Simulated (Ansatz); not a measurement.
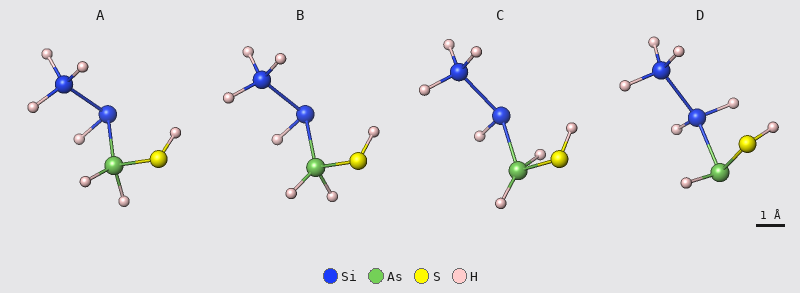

4 geometries from a converged minimum-energy path of Si$_{2}$AsH$_{7}$S, shuffled. The picture is a ball-and-stick view, seen from a free direction.

Theory: RKS revPBE/def2-SVP (Ansatz). Run with 7 movable images; climbing image; force threshold 0.05 eV/Å; iteration limit 60; starting path through a guess of the saddle point.

Which frame is the transition state?

Answer. C. In order along the path, whose images run from 0 to 8: D (image 2, +3.0 kcal/mol), C (image 5, +67.2 kcal/mol), B (image 7, +37.5 kcal/mol), A (image 8, +36.3 kcal/mol). A hydrogen atom shifts from one atom to another. Breaking: H–Si (1.51 → 3.34 Å). Forming: As–H (3.19 → 1.53 Å).

The run took 4.1 min on 2 threads of Arm Neoverse V2, with other jobs on the host, peak memory 0.17 GiB.
